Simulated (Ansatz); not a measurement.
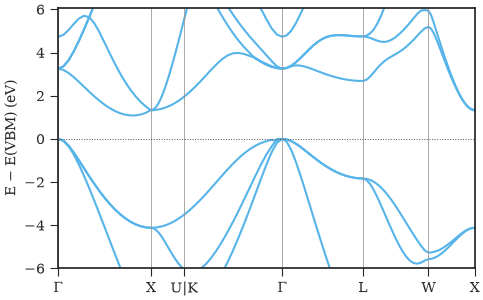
Fig. 1. Band structure from PBEsol (plane waves, PAW; program Ansatz)

Q: Read off the gap and where the band edges lie.

A: About 1.1 eV (1.08 eV by a search for the band edges); maximum at Γ, minimum on the Γ–X line, 80 % of the way from Γ.

Q: Which compound is it?
A) BAs, zinc blende
B) PbS, zinc blende
C) OsC, zinc blende
D) InP, zinc blende

A: A, BAs, zinc blende

Space group F-43m (zinc blende). Symmetry was held in the PBEsol relaxation. Spin–orbit coupling is left out wherever it is not named.

Potentials: the earlier of the program's two PAW sets. The files were generated under PBE; for other functionals the program regenerates the frozen cores, and for LDA and PBEsol the local potential too.
